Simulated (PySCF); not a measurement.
## Electronic structure of CH₆GeN₂ (SMILES C=[N][GeH2][NH2]) in real space

Input file:

```
{"job": {"kind": "uv", "xc": "PBE0", "basis": "def2-SVPD", "nstates": 8, "ntriplets": 3}, "charge": 0, "multiplicity": 1}
C      1.961637     0.482516    -0.365424
N      1.071769    -0.120212     0.271816
Ge    -0.608830    -0.675390    -0.242593
N     -1.850225     0.163244     0.771097
H      1.905313     0.766546    -1.421734
H      2.886152     0.754414     0.142550
H     -0.657859    -2.122292     0.123569
H     -0.981628    -0.419424    -1.682669
H     -1.961226     1.155806     0.613068
H     -1.756221     0.019447     1.767792
```

Launched as:

```sh
OMP_NUM_THREADS=1 python probes_run.py task.json out
```

Geometry: GFN2-xTB.

Method: PBE0/def2-SVPD, SCF density, gas phase (PySCF).

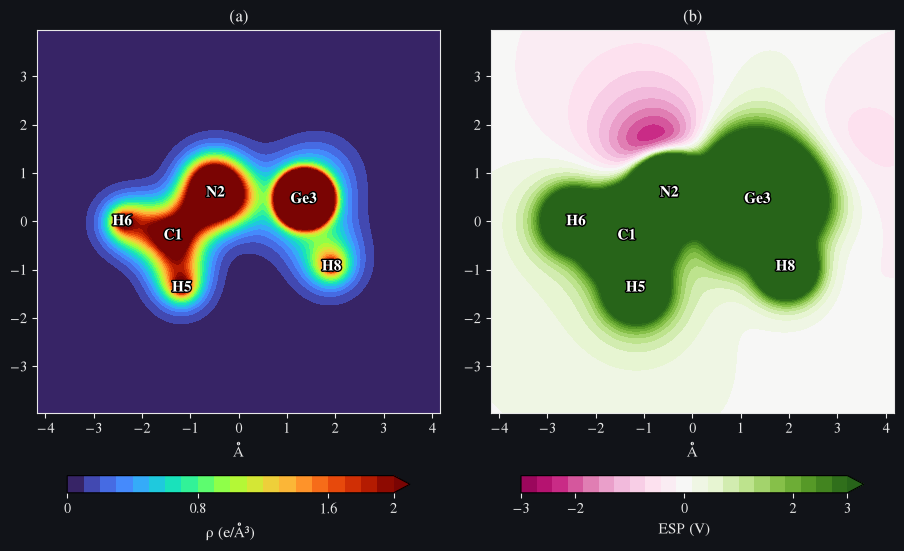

Figure 1. (a) total electron density; (b) electrostatic potential on the plane of atoms C1, N2 and Ge3.

Read the bonding off the picture.

The plane passes through C, N, Ge and H nuclei.
C–N (1.25 Å): ρ is about 2.9 e/Å³ halfway.
C–H (1.09 Å): the density is about 2 e/Å³ at the midpoint.
Ge–H (1.51 Å): the density is about 1.1 e/Å³ at the midpoint.
Outside the dense part of the molecule the potential is most negative (−2.3 V) near N2.

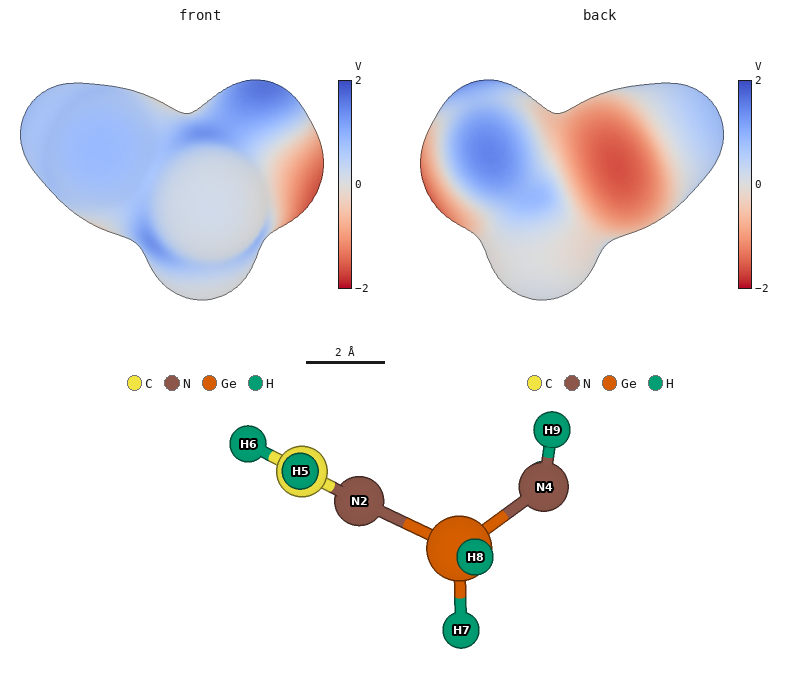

Figure 2. The molecular electrostatic potential painted on the density surface at 0.002 e/bohr³, seen from the front and from behind; red is negative and blue positive. The bare structure is drawn below in the same view.

Which sites attract a positive test charge, and which a negative one?

A positive charge is drawn to the negative regions and a negative charge to the positive ones. The most negative region (about −1.6 V) lies over N2 and N4, the most positive (about +1.5 V) over H9.
